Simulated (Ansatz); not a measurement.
# Run report: BSiNH7F, nudged elastic band (part 2 of 2)

The same run, continued: BSiNH7F; RKS B3LYP-D4/def2-SVP (Ansatz 0.2.0). It belongs to a series of runs on one base structure; here: band between the two ends.

Geometry of the input (Å):
```
B  0.0838  -0.7861  -0.3742
H  -0.2098  -1.9432  -0.1956
N  1.2836  -0.4100  -0.9720
H  1.9709  -1.0828  -1.2863
H  1.5419  0.5607  -1.1152
F  -0.7778  0.1670  0.0249
Si 0.0741  2.8470  1.3831
H  0.4700  4.1205  2.0544
H  1.0722  2.5571  0.3128
H  -1.2784  3.0095  0.7860
H  0.0813  1.7487  2.3869
```

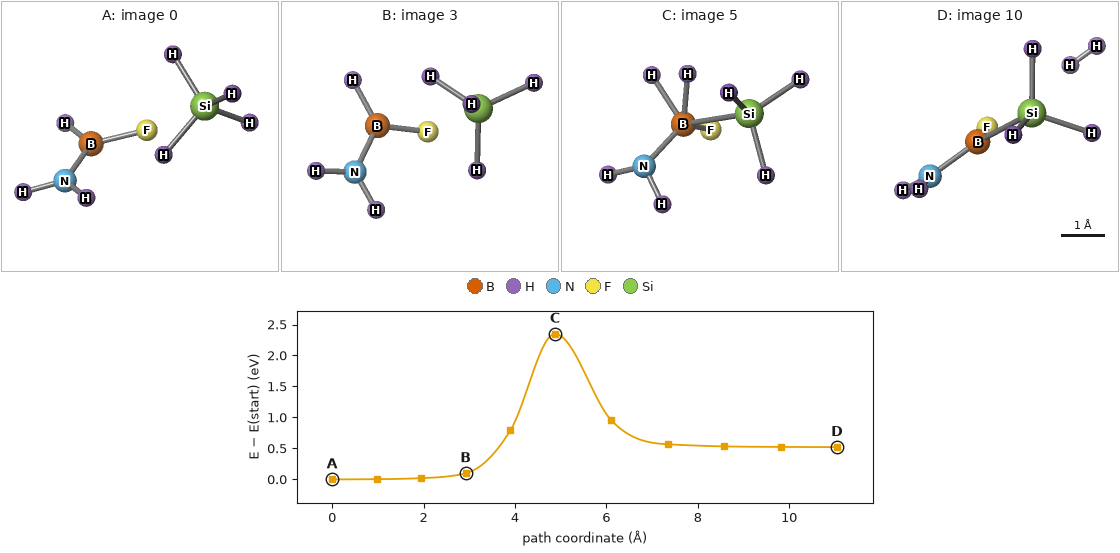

Fig. 1: Images of the last band (counted from 0; ball-and-stick, seen at a tilt) above the energy along the path; the line is a cubic interpolation that uses the forces. The highest image is number 5, 2.350 eV above the start and 1.829 eV above the end (the climbing image); the end lies 0.521 eV above the start. The path is 11.05 Å long. The band converged in 21 iterations.

```
Total energy: -12869.69215525 eV, -472.9524633149 hartree
Atom 0 at     0.093692     0.263908     0.055168 Å, force     0.009436    -0.006436     0.001291 eV/Å
Atom 1 at    -0.062716    -0.582357     1.110024 Å, force    -0.001346    -0.000492    -0.001998 eV/Å
Atom 2 at     1.473818     0.046785    -0.372164 Å, force    -0.006713    -0.010786    -0.016209 eV/Å
Atom 3 at     1.696878    -0.895864    -0.683049 Å, force     0.000584     0.007091     0.005321 eV/Å
Atom 4 at     1.821982     0.706703    -1.062878 Å, force    -0.000322     0.001637     0.008916 eV/Å
Atom 5 at    -1.024349     0.103572    -0.744942 Å, force     0.000986    -0.000112     0.003725 eV/Å
Atom 6 at     0.093823     2.309709     0.795875 Å, force    -0.002071     0.002264     0.001817 eV/Å
Atom 7 at     1.015484     2.587588     1.935955 Å, force    -0.000570     0.000481    -0.000801 eV/Å
Atom 8 at     0.628815     2.959346    -0.438656 Å, force    -0.000178     0.000554     0.000909 eV/Å
Atom 9 at    -1.254028     2.870839     1.101502 Å, force     0.000730     0.001221     0.000081 eV/Å
Atom 10 at    -0.171498     0.418072     1.307965 Å, force    -0.000537     0.004578    -0.003054 eV/Å
Dipole moment:     0.210151    -0.076395     0.140153 e Å
this run last wrote the band of iteration 21 to [file]
```

## The last band as extended XYZ (Å, eV, eV/Å)
```
11
Properties=species:S:1:pos:R:3:forces:R:3 image=0 energy=-12872.04196
B     0.0838   -0.7861   -0.3742    0.0055  -0.0096   0.0022
H    -0.2098   -1.9432   -0.1956    0.0015   0.0151  -0.0058
N     1.2836   -0.4100   -0.9720   -0.0140  -0.0055   0.0062
H     1.9709   -1.0828   -1.2863    0.0008   0.0114  -0.0008
H     1.5419    0.5607   -1.1152    0.0069  -0.0080  -0.0035
F    -0.7778    0.1670    0.0249   -0.0008  -0.0035   0.0022
Si    0.0741    2.8470    1.3831    0.0004   0.0024   0.0028
H     0.4700    4.1205    2.0544    0.0001  -0.0004  -0.0027
H     1.0722    2.5571    0.3128   -0.0008  -0.0008   0.0012
H    -1.2784    3.0095    0.7860    0.0011  -0.0013  -0.0010
H     0.0813    1.7487    2.3869   -0.0007   0.0002  -0.0009
11
Properties=species:S:1:pos:R:3:forces:R:3 image=1 energy=-12872.03821
B     0.0909   -0.6419   -0.3421   -0.0032   0.0113  -0.0017
H    -0.1358   -1.6670    0.2519   -0.0024  -0.0016  -0.0023
N     1.3017   -0.4194   -0.9925    0.0024  -0.0192   0.0076
H     2.0498   -1.1006   -0.9962    0.0040   0.0056  -0.0077
H     1.5109    0.4410   -1.4870   -0.0032   0.0032   0.0003
F    -0.8539    0.3149   -0.3710    0.0026  -0.0029   0.0019
Si    0.0611    2.7656    1.3837    0.0016  -0.0011   0.0018
H     0.5199    3.9136    2.2203   -0.0015   0.0020  -0.0001
H     0.9735    2.6414    0.2117    0.0013   0.0002   0.0007
H    -1.3312    3.0189    0.9261   -0.0018  -0.0003  -0.0016
H     0.1249    1.5218    2.1999    0.0004   0.0027   0.0010
11
Properties=species:S:1:pos:R:3:forces:R:3 image=2 energy=-12872.02166
B     0.0651   -0.5548   -0.3263   -0.0019  -0.0046   0.0062
H    -0.1703   -1.4456    0.4519    0.0022  -0.0123  -0.0110
N     1.3342   -0.3642   -0.8678   -0.0070   0.0048  -0.0110
H     2.1250   -0.9500   -0.6340   -0.0035  -0.0138  -0.0042
H     1.5444    0.3914   -1.5110    0.0049  -0.0047  -0.0024
F    -0.9274    0.2818   -0.6764    0.0032   0.0033   0.0020
Si    0.0617    2.6818    1.3089    0.0003   0.0047   0.0027
H     0.7835    3.6203    2.2168   -0.0098   0.0187   0.0044
H     0.6941    2.7384   -0.0382    0.0065   0.0007   0.0067
H    -1.3684    3.0837    1.2168   -0.0035  -0.0035  -0.0052
H     0.1701    1.3054    1.8641    0.0087   0.0068   0.0118
11
Properties=species:S:1:pos:R:3:forces:R:3 image=3 energy=-12871.94289
B     0.0667   -0.4529   -0.2376   -0.0239  -0.0676  -0.0458
H    -0.1444   -1.2298    0.6597   -0.0091  -0.0859  -0.0675
N     1.3542   -0.2250   -0.7224   -0.0114  -0.0199  -0.0741
H     2.1610   -0.7365   -0.3924    0.0410   0.0101   0.0558
H     1.5570    0.4637   -1.4388   -0.0169  -0.0505  -0.0375
F    -0.9693    0.2062   -0.7868    0.0311  -0.0190  -0.0104
Si    0.0529    2.5533    1.1783    0.0035   0.0386   0.0491
H     1.0736    3.1594    2.0788   -0.0066   0.0925   0.0201
H     0.5015    2.7096   -0.2332   -0.0066  -0.0157   0.0287
H    -1.2657    3.2197    1.3554   -0.0032   0.0606   0.0240
H    -0.0757    1.1207    1.5438    0.0021   0.0568   0.0576
11
Properties=species:S:1:pos:R:3:forces:R:3 image=4 energy=-12871.25206
B     0.0755   -0.1656   -0.0386   -0.0180  -0.6060  -0.1323
H    -0.1108   -0.8900    0.9102   -0.0872  -0.4049  -0.2674
N     1.4046   -0.0171   -0.5144   -0.0545  -0.0446  -0.2071
H     1.9643   -0.8587   -0.5262    0.3514   0.0260   0.2700
H     1.6682    0.6341   -1.2453   -0.1785  -0.1114  -0.1973
F    -0.9969    0.2543   -0.7539    0.0555   0.1942  -0.0207
Si    0.0649    2.3812    1.0056   -0.0469   0.1025   0.2713
H     1.0723    2.7704    2.0200    0.0454   0.2582   0.1143
H     0.5634    2.7708   -0.3489   -0.0724  -0.2591   0.1092
H    -1.2667    3.0007    1.2131   -0.0328   0.1825   0.1062
H    -0.1269    0.9081    1.2833    0.0379   0.6625  -0.0462
11
Properties=species:S:1:pos:R:3:forces:R:3 image=5 energy=-12869.69190
B     0.0937    0.2639    0.0552    0.0094  -0.0064   0.0013
H    -0.0627   -0.5824    1.1100   -0.0013  -0.0005  -0.0020
N     1.4738    0.0468   -0.3722   -0.0067  -0.0108  -0.0162
H     1.6969   -0.8959   -0.6830    0.0006   0.0071   0.0053
H     1.8220    0.7067   -1.0629   -0.0003   0.0016   0.0089
F    -1.0243    0.1036   -0.7449    0.0010  -0.0001   0.0037
Si    0.0938    2.3097    0.7959   -0.0021   0.0023   0.0018
H     1.0155    2.5876    1.9360   -0.0006   0.0005  -0.0008
H     0.6288    2.9593   -0.4387   -0.0002   0.0006   0.0009
H    -1.2540    2.8708    1.1015    0.0007   0.0012   0.0001
H    -0.1715    0.4181    1.3080   -0.0005   0.0046  -0.0031
11
Properties=species:S:1:pos:R:3:forces:R:3 image=6 energy=-12871.08929
B     0.1217    0.5545   -0.2811    0.0404   0.2303  -0.2615
H    -0.1431   -0.6307    1.6288   -0.0703  -0.0554   0.3255
N     1.3720    0.0117   -0.6056   -0.0823  -0.0415  -0.2007
H     1.5224   -0.9437   -0.9114   -0.1066   0.0031  -0.2042
H     2.1714    0.6121   -0.7435    0.2517  -0.0192   0.2440
F    -1.0028   -0.1165   -0.5906    0.0256  -0.1249   0.0628
Si    0.0882    2.4243    0.5322   -0.0107   0.0684  -0.1578
H     0.9986    2.5505    1.7209   -0.0292  -0.0787  -0.0945
H     0.6280    3.3226   -0.5283    0.0128   0.2875   0.0000
H    -1.2603    2.9008    0.9622   -0.0099  -0.0031  -0.0615
H    -0.1842    0.1029    1.8211   -0.0216  -0.2667   0.3480
11
Properties=species:S:1:pos:R:3:forces:R:3 image=7 energy=-12871.47533
B     0.2242    0.6123   -0.3913   -0.0165  -0.0063  -0.0363
H    -0.5979   -0.5368    2.0178   -0.0172   0.0014   0.0138
N     1.4206    0.0370   -0.8228    0.0013   0.0175   0.0061
H     1.4694   -0.9171   -1.1682   -0.0028   0.0032  -0.0122
H     2.3104    0.5184   -0.8029    0.0077  -0.0077  -0.0076
F    -0.8943   -0.1385   -0.4729    0.0245   0.0094   0.0141
Si    0.1314    2.5055    0.3640    0.0020  -0.0109   0.0037
H     0.8470    2.5805    1.6774    0.0008   0.0069  -0.0035
H     0.8024    3.4854   -0.5480    0.0060   0.0068   0.0010
H    -1.2750    2.9566    0.5810   -0.0048  -0.0024  -0.0085
H    -0.1263   -0.3151    2.5707   -0.0009  -0.0180   0.0295
11
Properties=species:S:1:pos:R:3:forces:R:3 image=8 energy=-12871.50952
B     0.2972    0.6020   -0.3577    0.0002   0.0009   0.0028
H    -0.6940   -0.5383    2.2705    0.0003  -0.0007   0.0052
N     1.4251    0.0730   -0.9857    0.0001   0.0010  -0.0059
H     1.4739   -0.8968   -1.2851    0.0011   0.0008  -0.0032
H     2.2605    0.6112   -1.1762   -0.0006   0.0035  -0.0074
F    -0.7550   -0.2208   -0.1615    0.0019  -0.0023   0.0066
Si    0.2022    2.5294    0.2939    0.0006   0.0002  -0.0018
H     0.4006    2.6010    1.7748   -0.0060   0.0009   0.0010
H     1.2728    3.3627   -0.3404    0.0052  -0.0012   0.0033
H    -1.1188    3.1542   -0.0178    0.0024   0.0021  -0.0071
H    -0.4526   -0.4892    2.9900   -0.0053  -0.0052   0.0065
11
Properties=species:S:1:pos:R:3:forces:R:3 image=9 energy=-12871.51731
B     0.5028    0.5105   -0.3237   -0.0039  -0.0008   0.0061
H    -1.0643   -0.3325    2.4362   -0.0008  -0.0001   0.0011
N     1.5182    0.1153   -1.1944    0.0041   0.0017  -0.0041
H     1.6159   -0.8435   -1.5166   -0.0020   0.0004   0.0009
H     2.2162    0.7510   -1.5588    0.0002  -0.0001  -0.0021
F    -0.3697   -0.4323    0.0927    0.0032  -0.0001  -0.0008
Si    0.3095    2.4253    0.3425    0.0004  -0.0001  -0.0015
H     0.5381    2.5119    1.8172    0.0001   0.0000   0.0000
H     1.3063    3.3219   -0.3251    0.0002  -0.0003   0.0000
H    -1.0553    2.9667    0.0617    0.0005   0.0000  -0.0002
H    -1.2056   -0.2061    3.1730   -0.0021  -0.0006   0.0008
11
Properties=species:S:1:pos:R:3:forces:R:3 image=10 energy=-12871.52100
B     0.7036    0.4182   -0.2224   -0.0036  -0.0025   0.0072
H    -1.3209   -0.1125    2.3160   -0.0079   0.0054   0.0116
N     1.5365    0.1456   -1.3076   -0.0016  -0.0035   0.0010
H     1.6930   -0.7995   -1.6466    0.0016   0.0030  -0.0028
H     2.0335    0.8613   -1.8223   -0.0039  -0.0025   0.0045
F     0.0959   -0.6267    0.3802    0.0054   0.0048  -0.0056
Si    0.3846    2.3073    0.4693   -0.0008   0.0037  -0.0063
H     0.8389    2.4547    1.8858   -0.0008  -0.0010  -0.0024
H     1.1388    3.3024   -0.3585   -0.0005  -0.0004   0.0041
H    -1.0638    2.6731    0.4144    0.0039  -0.0023   0.0007
H    -1.7282    0.1644    2.8965    0.0083  -0.0048  -0.0118
```

## Key numbers

| quantity | value |
| --- | --- |
| outcome | converged |
| barrier, forward | 2.350 eV |
| barrier, backward | 1.829 eV |
| hardware | 2 threads of Intel Xeon (Granite Rapids), 32 GiB of memory available, shared host |
| wall time | 3.8 min (CPU time 7.2 min) |
| peak memory | 0.2 GiB |

## Notes

The order of the saddle point was not checked.
